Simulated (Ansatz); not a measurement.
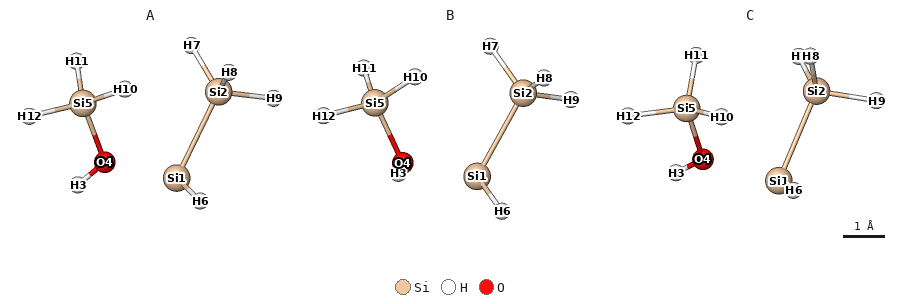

3 geometries from one relaxation of Si$_{3}$H$_{8}$O (started from a transition state, displaced along its imaginary mode), in shuffled order. A ball-and-stick model, seen at a tilt.

Level of theory: Ansatz, RKS PBE0-D4/def2-TZVP. Set-up: force threshold 0.005 eV/Å; at most 200 steps.

**Order the frames from highest to lowest energy.**

B, A, C. They are steps 0, 8, 28, at +0.939 eV, +0.064 eV relative to the last. The largest moves after the best rigid fit, 1.08 Å, are those of H10 and H11. By element the largest moves are H 1.08 Å, O 0.35 Å, Si 0.35 Å. Among the contacts that change: Si1–H3 1.946 → 2.530 Å, Si1–Si5 3.473 → 3.319 Å, H3–O4 0.852 → 0.960 Å, Si1–O4 2.099 → 2.019 Å. Bond angles that change, for instance: Si2–Si1–H6 101.3° → 92.0°, O4–Si5–H12 108.9° → 105.5°, O4–Si5–H10 108.3° → 105.8°. Groups turn about O4–Si5 by about 65°. After 25 accepted moves (28 points after the start) the energy has fallen by 0.939 eV. Largest force component: 7.7 eV/Å at the start, 0.0045 eV/Å at the end. The line search rejected the trial steps at points 5, 12, 17 of the run.
